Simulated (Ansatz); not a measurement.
SiC, response to strain

Consider SiC in the wurtzite structure (space group P6_3mc, No. 186).

```xyz
4
Lattice="3.0920 0.0000 0.0000 -1.5460 2.6777 0.0000 0.0000 0.0000 5.0743" Properties=species:S:1:pos:R:3 pbc="T T T"
Si     0.0000     1.7851     5.0721
Si     1.5460     0.8926     2.5350
C      0.0000     1.7851     1.9050
C      1.5460     0.8926     4.4421
```

Cartesian axes are those of the cell as printed.

Strains are applied to the cell and any free atomic positions relax; under biaxial strain the out-of-plane vector relaxes too.

Level of theory: Ansatz (a program for electronic structure), PBE, PAW, cutoff 420 eV, no spin-orbit coupling.

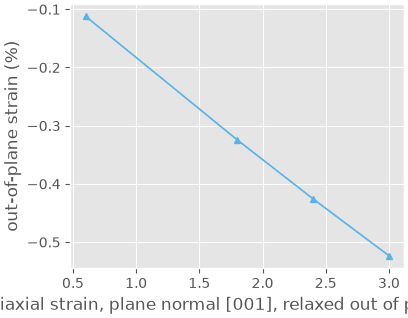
Out-of-plane strain against biaxial strain, plane normal [001], relaxed out of plane

**Question.** From the plot, what is the out-of-plane strain for biaxial strain +1.80 %, plane normal [001], relaxed out of plane?

**Answer.** About -0.32 %.

**Question.** Is the trend monotonic over the range shown?

**Answer.** Yes, it falls throughout, spanning -0.52 % to -0.11 %.

No phonon test of stability was made.
